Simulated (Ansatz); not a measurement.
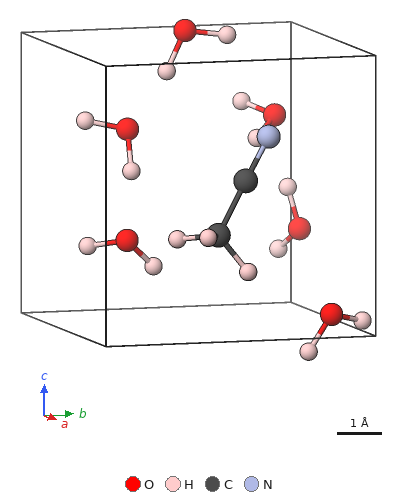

Starting frame of a dynamics run of a periodic cell with 6 H2O + 1 CH3CN at 0.928 g/cm³. Style: ball-and-stick. Shown: the simulation cell, slightly off an axis.

These are results of Ansatz, DFT LDA, scalar-relativistic, plane waves, PAW, not measurements.

Input
```yaml
crystal:
  lattice:
    - [6.439277, 0.0, 0.0]
    - [0.0, 6.439277, 0.0]
    - [0.0, 0.0, 6.439277]
  atoms:
    - { symbol: O, position: [0.25399409, 0.85943513, 0.70414353] }
    - { symbol: H, position: [0.35011963, 0.76323943, 0.63721379] }
    - { symbol: H, position: [0.13176582, 0.77500019, 0.74199129] }
    - { symbol: O, position: [0.51281887, 0.23109447, 0.31154821] }
    - { symbol: H, position: [0.46860186, 0.34289668, 0.21011574] }
    - { symbol: H, position: [0.40893509, 0.11764352, 0.28345381] }
    - { symbol: O, position: [0.35927442, 0.28095318, 0.68773059] }
    - { symbol: H, position: [0.43026018, 0.2729183, 0.54733538] }
    - { symbol: H, position: [0.31703372, 0.13746103, 0.71839589] }
    - { symbol: O, position: [0.37266212, 0.48967209, 0.03340886] }
    - { symbol: H, position: [0.400931, 0.63710646, 0.01582332] }
    - { symbol: H, position: [0.37937628, 0.41990175, -0.10790866] }
    - { symbol: O, position: [0.85386389, 0.88233708, 1.06407988] }
    - { symbol: H, position: [0.84913643, 0.79877791, 0.93383004] }
    - { symbol: H, position: [0.78504468, 1.01824549, 1.0288111] }
    - { symbol: O, position: [0.19271193, 0.97091109, 0.28691851] }
    - { symbol: H, position: [0.0683906, 0.93164099, 0.20186515] }
    - { symbol: H, position: [0.16356057, 0.93656536, 0.43352889] }
    - { symbol: C, position: [0.93884416, 0.4360073, 0.37342341] }
    - { symbol: C, position: [0.90116738, 0.54892819, 0.55844204] }
    - { symbol: "N", position: [0.87374429, 0.64275019, 0.70939692] }
    - { symbol: H, position: [0.94669493, 0.54396208, 0.23929016] }
    - { symbol: H, position: [1.08848148, 0.35165101, 0.38547669] }
    - { symbol: H, position: [0.80944099, 0.32427797, 0.34780088] }
basis:
  ecutwfc: 420.0
kpoints:
  mp_grid: { grid: [1, 1, 1] }
hamiltonian:
  xc: lda
scf:
  occupations: { method: fermi_dirac, width: 0.02 }
  lower_state_search: "off"
md:
  timestep: 0.5
  n_steps: 300
  ensemble: nvt_langevin
  temperature: 350.0
  initial_velocities: maxwell_boltzmann
  seed: 967078
  friction: 0.02
```

Command:
```bash
ansatz run input.yaml --threads 1 --pin off --max-ram 3072MiB --backend cpu --events-out ev --progress --plain --runs-dir out
```

Question: Predict how the run goes.

Answer: The mean temperature in the second half is 327 K (standard deviation 52 K). The potential energy in the second half lies on average 31.5 meV per atom above the first frame. In the second half of the run the atoms are, in the root-mean-square, this far from where they began (common drift taken out): H 0.48 Å, O 0.40 Å, N 0.37 Å, C 0.31 Å. The heavy atoms stay within a fraction of a molecule's size of their starting places; so short a run doesn't tell a liquid from a solid.

Along the run (each row but the first and the last is the mean over the interval that it begins):

```json
{"time (fs)": "0.0", "potential energy (meV/atom)": "0.0", "T (K)": "335"}
{"time (fs)": "15.0", "potential energy (meV/atom)": "23.3", "T (K)": "257"}
{"time (fs)": "30.0", "potential energy (meV/atom)": "32.8", "T (K)": "292"}
{"time (fs)": "45.0", "potential energy (meV/atom)": "31.2", "T (K)": "393"}
{"time (fs)": "60.0", "potential energy (meV/atom)": "41.4", "T (K)": "329"}
{"time (fs)": "75.0", "potential energy (meV/atom)": "33.3", "T (K)": "342"}
{"time (fs)": "90.0", "potential energy (meV/atom)": "33.5", "T (K)": "271"}
{"time (fs)": "105.0", "potential energy (meV/atom)": "29.7", "T (K)": "305"}
{"time (fs)": "120.0", "potential energy (meV/atom)": "27.1", "T (K)": "367"}
{"time (fs)": "135.0", "potential energy (meV/atom)": "33.5", "T (K)": "349"}
{"time (fs)": "150.0", "potential energy (meV/atom)": "37.4", "T (K)": "392"}
```

The paths of the atoms:

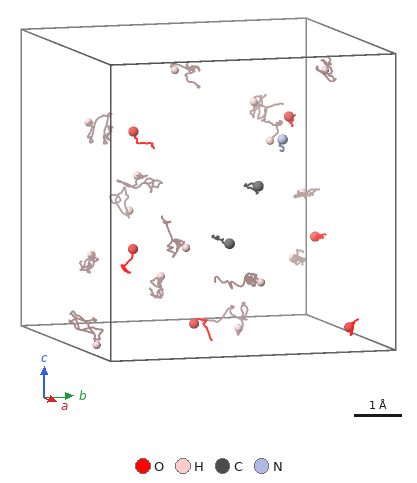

Limits of the set-up: the periodic images lie only 6.4 Å apart, so the values are limited by the cell's size.
